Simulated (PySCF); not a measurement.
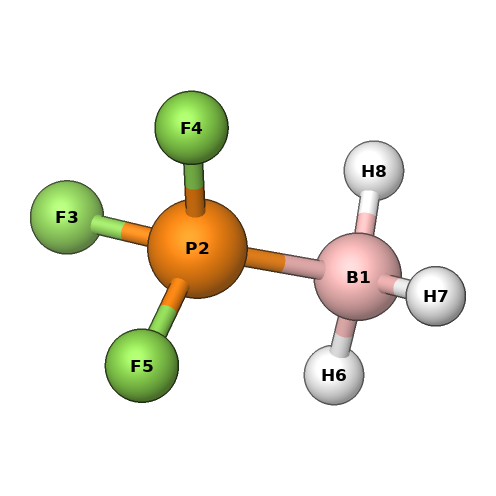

The computed structure is the end point of a PBE0-D3(BJ)/def2-SVP optimisation. No frequency run is at hand to confirm it as a minimum.

Which atoms are bonded, and how long are the bonds?

```tsv
bond	length (Å)	order
B1–P2	1.836	single
B1–H6	1.216	single
B1–H7	1.218	single
B1–H8	1.217	single
P2–F3	1.571	single
P2–F4	1.570	single
P2–F5	1.570	single
```
